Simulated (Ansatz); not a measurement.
## Al (Aluminum, Fm-3m): thermal expansion from first principles

How much does Aluminum expand with temperature?

What experiment has found for this phase:
- volume expansion coefficient 69 1e-6/K and heat capacity C_P per formula unit 24.2 J/mol/K near room temperature (given in “High-Throughput Prediction of Finite-Temperature Properties using the Quasi-Harmonic Approximation”, 2016, arXiv:1603.06924)

Calculated with Ansatz 0.2.0; DFT PBEsol, scalar-relativistic, plane waves, PAW, in the first sound run; inputs show where later runs differ.

### 1. The starting structure

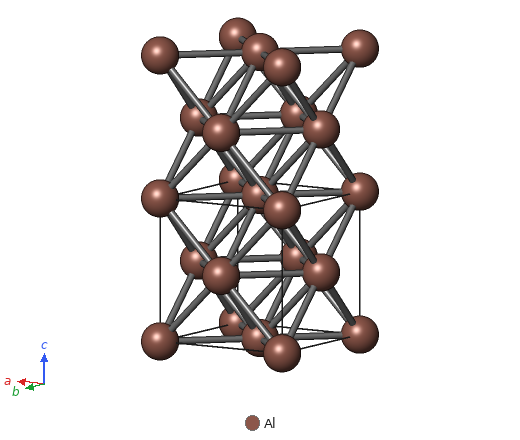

The cell as given, from a free direction (aluminium brown). 1×1×2 cells are drawn. This picture shows the conventional cell, with its axes. Some periodic images of atoms are drawn too.

### 2. A first coarse run

A cheap single point shows whether the cell is a metal or an insulator and how far it is from rest; that sets the k-mesh and the occupations of what follows.

Input file input.yaml:

```yaml
crystal:
  lattice:
    - [0.0, 2.024805, 2.024805]
    - [2.024805, 0.0, 2.024805]
    - [2.024805, 2.024805, 0.0]
  atoms:
    - { symbol: Al, position: [0.0, 0.0, 0.0] }
kpoints:
  mp_grid: { grid: [8, 8, 8] }
hamiltonian:
  xc: pbesol
scf:
  occupations: { method: gaussian, width: 0.1 }
  lower_state_search: "off"
output:
  forces: true
  stress: true
  eigenvalues: true
```

On the command line:

```bash
$ ansatz run input.yaml --threads 4 --pin off --max-ram 16384MiB --backend cpu --events-out ev --progress --plain --runs-dir out
```

Numbers of over 12 decimals in the logs are rounded to 6 here.

Output:

```text
Engine: ansatz 0.2.0, aarch64-unknown-linux-gnu
Pseudopotentials: kind: paw
Pseudopotential: Al, paw, valence charge 3, recommended cutoff 420 eV (normal), Al.paw.azcp
Functional definition: PBEsol
  exchange = pbesol_x
  correlation = pbesol_c
Crystal: 1 atoms, lattice volume = 16.603 Å³
Basis set: ecut = 420 eV, 331 PW (Γ), exchange–correlation on 40×40×40 points (8 copies of the dense FFT grid, shifted against one another)
Bands: 6, of which v1, the nominal top of the filled ones, is band 2 counted from 1 (1 counted from 0)
Symmetry: 48 space group operations
Space group: Fm-3m (ITA 225), of the structure as read, at distance tolerance 2.6e-5 Å
k-points: 29 of 512
Non-local potential: Al, projectors of the file, l = 0: 2, l = 1: 2, l = 2: 1
PAW form: soft (Blöchl's): semilocal exchange-correlation on the pseudo side does not see the compensation charge
PAW frozen core: Al, regenerated for the run's functional, and the local potential with it (the file was generated under x = pbe(κ = 0.804, μ = 0.219515), c = pbe(β = 0.066725))
PAW one-centre angular grid: Al, 110 points (default); XC on 64 Gauss nodes
Initial density: superposition of atomic densities (neutral atoms: chi_scale 0, normalization atom), corrected by the library's trained network
Initial wavefunctions: pseudopotential atomic-orbital guess
Functional: x = pbesol(κ = 0.804, μ = 0.123457), c = pbesol(β = 0.046)
SCF iter   1: F=—  HF=-524.540966 eV  |F-HF|=—  |Δ(HF+E_count)|=         —  Δρ=9.47e-4  dr2=1.14e-4  ethr=1.77e-3  ⟨swp⟩=4.7  Hψ=1502  notcnv=0
preconditioner: auto → none  [insulator: Δε(μ)=0.450 eV  Ē_g=13.141 eV  σ=0.100 eV  W_gap=0.86  n_scr=0 (ndim 8)  ℏωp=15.8 eV  f_vac=0.000  D(μ)=0.62/eV (n_scr^D=0)  ε∞_Penn≈2.4]
SCF iter   2: F=—  HF=-524.540974 eV  |F-HF|=—  |Δ(HF+E_count)|=   7.87e-6  Δρ=4.33e-4  dr2=2.13e-5  ethr=3.80e-6  ⟨swp⟩=1.5  Hψ=422  notcnv=0
SCF iter   3: F=—  HF=-524.540993 eV  |F-HF|=—  |Δ(HF+E_count)|=   1.86e-5  Δρ=2.57e-5  dr2=7.03e-8  ethr=7.10e-7  ⟨swp⟩=1.0  Hψ=160  notcnv=0
iter 4 did not close the SCF: its close was put off for the readings that it lacked (scf_convergence_deferred on its scf_iter line)
SCF iter   4: F=-524.540993 eV  HF=-524.540993 eV  |F-HF|=8.32e-11  |Δ(HF+E_count)|=   1.56e-8  Δρ=1.12e-6  dr2=1.54e-10  ethr=2.34e-9  ⟨swp⟩=1.3  Hψ=168  notcnv=0
iter 5 did not close the SCF: its close was put off for the readings that it lacked (scf_convergence_deferred on its scf_iter line)
SCF iter   5: F=-524.540993 eV  HF=-524.540993 eV  |F-HF|=3.41e-13  |Δ(HF+E_count)|=  6.07e-11  Δρ=6.99e-8  dr2=6.13e-13  ethr=5.13e-12  ⟨swp⟩=2.2  Hψ=204  notcnv=0
SCF iter   6: F=-524.540993 eV  HF=-524.540993 eV  |F-HF|=0.00e0  |Δ(HF+E_count)|=  4.55e-13  Δρ=3.06e-8  dr2=1.71e-13  ethr=1.00e-12  ⟨swp⟩=2.1  Hψ=608  notcnv=0
SCF 1 converged in 6 iterations: F = -524.540993 eV  dr2 = 1.71e-13
  greatest PAW one-centre occupation: 0.448 electrons in one spin orbital (limit 2), on the Al atom at site 0 (counted from 0), in its partial waves of l = 0
SCF converged after 6 iterations
Free energy (F): -524.540993 eV
Harris-Foulkes:  -524.540993 eV  (|F-HF|=0.00e0)
Internal energy: -524.537865 eV  (E = F + TS)
E sigma→0 (E₀):  -524.539429 eV
Entropy (-TS):   -0.003128 eV (-3.128 meV/atom)
Fermi energy:    7.877429 eV
--- Per-component energies (eV) ---
  E_band       = 10.264627
  E_kinetic    = 22.752203
  E_local      = 9.654611  (includes V_loc(G=0)·N_el)
  E_nonlocal   = 10.340967
  E_hartree    = 0.106846
  E_xc         = -39.352526
  E_vxc        = -29.095000  (∫ρ·V_xc dr)
  E_paw        = -454.696049  (= ΣΔE_a)
  E_vpaw       = -3.601842  (= ΣTr[D̂ρ^β])
  E_aug_tail   = -0.000003  (compensation charges beyond the density's cutoff)
  E_ewald      = -73.363052
  E_core_change = 0.019139  (= ΣΔE_core)
  E_smearing   = -0.003128  (= −TS)
  E_closure    = 0.000000  (closes the sum)
  Σ components = -524.540993   (vs F -524.540993, Δ=0.00e0)
--- Forces (eV/Å), atoms counted from 1 ---
  atom   1  Al     0.00000000     0.00000000    -0.00000000
  max |Σ_I F_I| component: 8.22e-33 eV/Å
--- Stress (GPa, compression-positive) ---
       -1.926065      -0.000000      -0.000000
       -0.000000      -1.926065       0.000000
        0.000000      -0.000000      -1.926065
  P = ⅓ Tr σ = -1.9261 GPa (-19.261 kbar)
--- Band table (eV; the first three rows and the last of 29) ---
  k-point 0: bands = ["-3.2580", "20.3021", "20.3021", "20.3021", "21.8156", "21.8156"]
  k-point 1: bands = ["-2.8358", "16.0738", "19.3850", "19.3850", "22.4472", "23.3145"]
  k-point 2: bands = ["-1.5769", "11.2368", "18.6328", "18.6328", "22.0931", "22.4215"]
  k-point 28: bands = ["6.9877", "6.9877", "7.9847", "8.8918", "23.5034", "23.5034"]
```

Run time: 0.76 s. Hardware: 4 threads of Arm Neoverse V1, shared host; peak memory 0.23 GiB.

This step gave:

| Item | Value |
| --- | --- |
| pressure | -1.926 GPa |
| volume per atom | 16.60 Å³/atom |
| gap on the k-mesh | 0 eV |

The start is under -1.9 GPa at this level and looks like a metal on this mesh.

### 3. Relaxation

The vibrations must be taken about the equilibrium of this functional, not about the starting cell, so the structure is relaxed.

input.yaml, the sections that differ from step 2:

```yaml
kpoints:
  mp_grid: { grid: [18, 18, 18] }
output:
  forces: true
  stress: true
  eigenvalues: true
  write_density: true
  write_potential: true
  elf: true
  volumetric_format: npy
relax:
  adjacent_minimum: "off"
  f_tol: 0.005
  max_steps: 80
  cell: { stress_tol: 0.05 }
# crystal, hamiltonian, scf: as in step 2
```

Output:

```text
[...]
Crystal: 1 atoms, lattice volume = 16.603 Å³
Basis set: ecut = 420 eV, 331 PW (Γ), exchange–correlation on 40×40×40 points (8 copies of the dense FFT grid, shifted against one another)
Bands: 6, of which v1, the nominal top of the filled ones, is band 2 counted from 1 (1 counted from 0)
Symmetry: 48 space group operations
[...]
k-points: 195 of 5832
[...]
SCF iter   1: F=—  HF=-524.544156 eV  |F-HF|=—  |Δ(HF+E_count)|=         —  Δρ=6.48e-4  dr2=2.64e-5  ethr=1.77e-3  ⟨swp⟩=4.7  Hψ=10047  notcnv=0
[...]
SCF iter   6: F=-524.544188 eV  HF=-524.544188 eV  |F-HF|=1.25e-12  |Δ(HF+E_count)|=  1.11e-11  Δρ=1.44e-7  dr2=3.65e-12  ethr=1.00e-12  ⟨swp⟩=3.9  Hψ=4590  notcnv=0
SCF 1 converged in 6 iterations: F = -524.544188 eV  dr2 = 3.65e-12
[...]
relax step   1: F+E_penalty+E_count = -524.54418785 eV  Δ(F+E_penalty+E_count) = +0.000e0 eV  max|allowed force component| = 0.000e0 eV/Å  Δτ_max = 0.0000 Å  P = -1.956 GPa  Ω = 16.603 Å³  (6 SCF iters, accepted)
Crystal: 1 atoms, lattice volume = 16.126 Å³
[...]
iter 1 solved again at ethr=3.12e-6 eV; its pass at ethr=3.10e-3 eV (dr2=9.36e-5 eV) is discarded
[...]
SCF iter   3: F=-524.546928 eV  HF=-524.546928 eV  |F-HF|=1.77e-9  |Δ(HF+E_count)|=   1.49e-5  Δρ=5.31e-6  dr2=2.83e-9  ethr=3.33e-9  ⟨swp⟩=6.4  Hψ=6877  notcnv=0
SCF 2 converged in 3 iterations: F = -524.546928 eV  dr2 = 2.83e-9
relax step   2: F+E_penalty+E_count = -524.54692766 eV  Δ(F+E_penalty+E_count) = -2.740e-3 eV  max|allowed force component| = 0.000e0 eV/Å  Δτ_max = 0.0000 Å  P = +0.300 GPa  Ω = 16.126 Å³  energy of the carried Pulay correction = +1.910e-4 eV  (3 SCF iters, dr2 threshold 1.00e-7 eV, accepted)
Crystal: 1 atoms, lattice volume = 16.188 Å³
[...]
SCF iter   3: F=-524.546958 eV  HF=-524.546958 eV  |F-HF|=3.17e-11  |Δ(HF+E_count)|=   5.37e-7  Δρ=6.63e-7  dr2=3.56e-11  ethr=3.33e-9  ⟨swp⟩=5.0  Hψ=4222  notcnv=0
SCF 3 converged in 3 iterations: F = -524.546958 eV  dr2 = 3.56e-11
relax step   3: F+E_penalty+E_count = -524.54695782 eV  Δ(F+E_penalty+E_count) = -3.016e-5 eV  max|allowed force component| = 0.000e0 eV/Å  Δτ_max = 0.0000 Å  P = -0.012 GPa  Ω = 16.188 Å³  energy of the carried Pulay correction = +1.659e-4 eV  (3 SCF iters, dr2 threshold 1.00e-7 eV, accepted)
[...]
SCF iter   3: F=-524.546810 eV  HF=-524.546810 eV  |F-HF|=2.27e-12  |Δ(HF+E_count)|=   3.75e-9  Δρ=2.51e-7  dr2=7.07e-12  ethr=1.00e-12  ⟨swp⟩=3.5  Hψ=4652  notcnv=0
SCF 4 converged in 3 iterations: F = -524.546810 eV  dr2 = 7.07e-12
relax step   4: F+E_penalty+E_count = -524.54681039 eV  Δ(F+E_penalty+E_count) = +1.474e-4 eV  max|allowed force component| = 0.000e0 eV/Å  Δτ_max = 0.0000 Å  P = -0.029 GPa  Ω = 16.188 Å³  stress off target by 2.86e-2 GPa  SCF on the basis re-selected at this cell (its energy is not comparable with the rows above)  (3 SCF iters)
basis re-selected at this cell: Δ(F+E_penalty+E_count) = +1.474e-4 eV, ΔP = -0.016 GPa vs the last step (what re-selecting the basis moved, of the pressure what is left beyond the Pulay correction that the steps carried, after the strain that the cell walked since its last selection, with what the two solves' SCF thresholds leave and, on support functions, any second-order correction that the steps lacked; it is no measure of the basis error at this ecutwfc). This SCF's stress stands 2.86e-2 GPa from its target on what of the cell is left free (relax.cell.stress_tol is 5.00e-2 GPa) and its largest allowed force component is 0.00e0 eV/Å (relax.f_tol is 5.00e-3 eV/Å): [rest of the remark cut]
SCF converged after 3 iterations
Free energy (F): -524.546810 eV
[...]
Internal energy: -524.543824 eV  (E = F + TS)
E sigma→0 (E₀):  -524.545317 eV
Entropy (-TS):   -0.002986 eV (-2.986 meV/atom)
Fermi energy:    8.073911 eV
[...]
--- Stress (GPa, compression-positive) ---
       -0.028588       0.000000       0.000000
        0.000000      -0.028588       0.000000
        0.000000       0.000000      -0.028588
  P = ⅓ Tr σ = -0.0286 GPa (-0.286 kbar)
--- Band table (eV; the first three rows and the last of 195) ---
[...]
--- Relaxed structure (3 steps of the walk, 3 accepted, 1 SCFs on fresh bases) ---
  F+E_penalty+E_count = -524.54681039 eV   max|allowed force component| = 0.000e0 eV/Å   (the final SCF, on the basis selected at the relaxed cell)
  cell:  # Å, volume = 16.1878 Å³
    - [0, 2.007794, 2.007794]
    - [2.007794, 0, 2.007794]
    - [2.007794, 2.007794, 0]
  atoms:
    - { symbol: Al, position: [0.0, 0.0, 0.0] }
```

It took 1.9 s on 4 threads; peak memory 0.29 GiB; 6.3 s of CPU time.

Step by step:

| step | energy less that of the first step (eV) | largest force component (eV/Å) | pressure (GPa) | volume (Å³) |
| --- | --- | --- | --- | --- |
| 1 | 0.0000 | 0.0000 | -1.96 | 16.60 |
| 2 | -0.0027 | 0.0000 | 0.30 | 16.13 |
| 3 | -0.0028 | 0.0000 | -0.01 | 16.19 |
| 4* | -0.0026 | 0.0000 | -0.03 | 16.19 |

Relaxation steps marked * repeat the geometry before them on a plane-wave basis chosen anew for their cell, so energy and pressure can jump there.

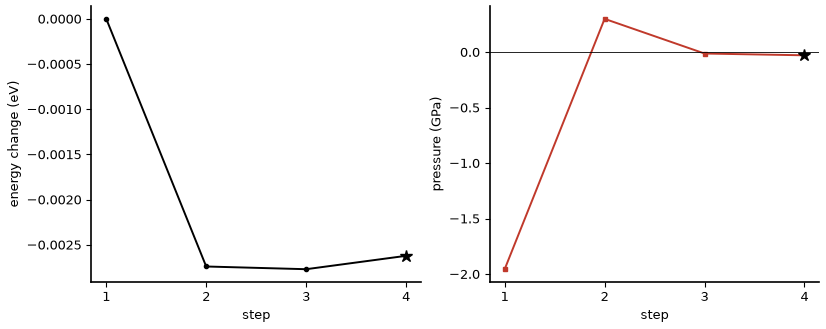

Energy and pressure along the relaxation. Stars mark steps on a basis chosen anew.

| conventional cell, symmetrised | before | after | change |
| --- | --- | --- | --- |
| a (Å) | 4.050 | 4.016 | -0.8 % |
| b (Å) | 4.050 | 4.016 | -0.8 % |
| c (Å) | 4.050 | 4.016 | -0.8 % |
| volume (Å³/atom) | 16.60 | 16.19 | -2.5 % |

The relaxed structure:

```cif
data_structure
_symmetry_space_group_name_H-M 'P 1'
_symmetry_Int_Tables_number 1
_cell_length_a 2.8394
_cell_length_b 2.8394
_cell_length_c 2.8394
_cell_angle_alpha 60.000
_cell_angle_beta 60.000
_cell_angle_gamma 60.000
_cell_volume 16.19
loop_
_atom_site_label
_atom_site_type_symbol
_atom_site_fract_x
_atom_site_fract_y
_atom_site_fract_z
_atom_site_occupancy
Al1 Al 0.00000 0.00000 0.00000 1
```

This step gave:

* pressure: -0.02859 GPa
* volume per atom: 16.19 Å³/atom

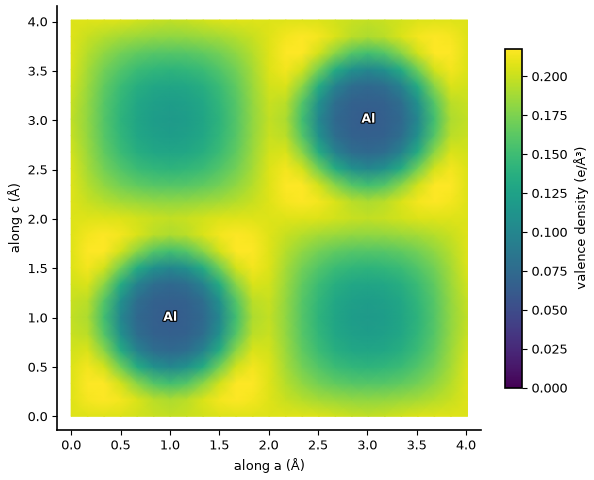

Valence density in the ac plane of the conventional cell at fractional y = 0.000, with atoms of Al within 0.2 Å of it. It is the smooth field of the valence electrons, not physical close to the nuclei. The map starts off the cell's origin, so that atoms lie inside it.

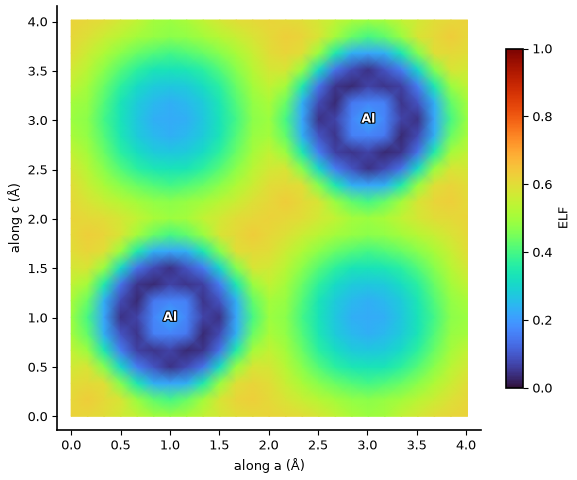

ELF in the ac plane of the conventional cell at fractional y = 0.000, with atoms of Al within 0.2 Å of it. It is the smooth field of the valence electrons, not physical close to the nuclei. The map starts off the cell's origin, so that atoms lie inside it.

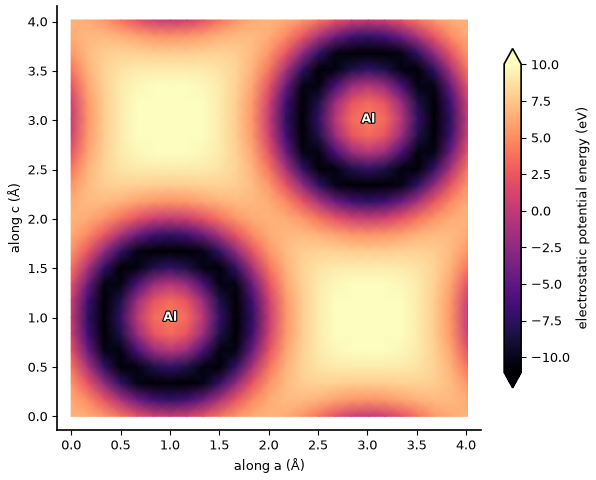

Electrostatic potential energy in the ac plane of the conventional cell at fractional y = 0.000, with atoms of Al within 0.2 Å of it. With pseudopotentials it is smooth inside the atoms' cores, unlike the true potential. The map starts off the cell's origin, so that atoms lie inside it.

The relaxation ends with a pressure of -0.03 GPa.

### 4. Tight relaxation

The thresholds are tightened for a last relaxation ahead of the phonons, and where mesh or smearing change with them the cell follows.

Input file input.yaml:

```yaml
crystal:
  lattice:
    - [0.0, 2.0077938082, 2.0077938082]
    - [2.0077938082, 0.0, 2.0077938082]
    - [2.0077938082, 2.0077938082, 0.0]
  atoms:
    - { symbol: Al, position: [0.0, 0.0, 0.0] }
kpoints:
  mp_grid: { grid: [20, 20, 20] }
hamiltonian:
  xc: pbesol
scf:
  occupations: { method: methfessel_paxton, width: 0.2 }
  lower_state_search: "off"
output:
  forces: true
  stress: true
  eigenvalues: true
relax:
  adjacent_minimum: "off"
  f_tol: 0.001
  max_steps: 60
  cell: { stress_tol: 0.01 }
```

Output:

```text
[...]
Crystal: 1 atoms, lattice volume = 16.188 Å³
Basis set: ecut = 420 eV, 331 PW (Γ), exchange–correlation on 40×40×40 points (8 copies of the dense FFT grid, shifted against one another)
Bands: 6, of which v1, the nominal top of the filled ones, is band 2 counted from 1 (1 counted from 0)
Symmetry: 48 space group operations
[...]
k-points: 256 of 8000
[...]
0.000000       0.007680      -0.000000
        0.000000      -0.000000       0.007680
  P = ⅓ Tr σ = 0.0077 GPa (0.077 kbar)
--- Band table (eV; the first three rows and the last of 256) ---
[...]
--- Relaxed structure (2 steps of the walk, 2 accepted, 1 SCFs on fresh bases) ---
[...]
cell:  # Å, volume = 16.1662 Å³
    - [0, 2.006900, 2.006900]
    - [2.006900, 0, 2.006900]
    - [2.006900, 2.006900, 0]
  atoms:
    - { symbol: Al, position: [0.0, 0.0, 0.0] }
[key lines of the parts left out:]
SCF converged after 4 iterations
Free energy (F): -524.547776 eV
Fermi energy:    8.144352 eV
```

Elapsed: 1.7 s, on 4 threads; peak memory 0.3 GiB.

Little changed from the start: no atom moved by 0.005 Å and no cell edge by 0.1 %.

This step gave:

```
pressure        : 0.007680 GPa
volume per atom : 16.17 Å³/atom
```

The residual pressure is 0.0077 GPa, small enough for phonons.

[end of part 1 of 4]

[Logs are printed without paths, hosts, clocks, repeated set-up lines and the standing remarks that a program may print on its own settings, such as how far it seeks lower states.]

[Hosts, paths, dates, database ids (printed as entryN), source tags and the programs' standing remarks are cut or masked in the printed files.]

[A step with changed settings may run another functional than the one named; its input shows which.]
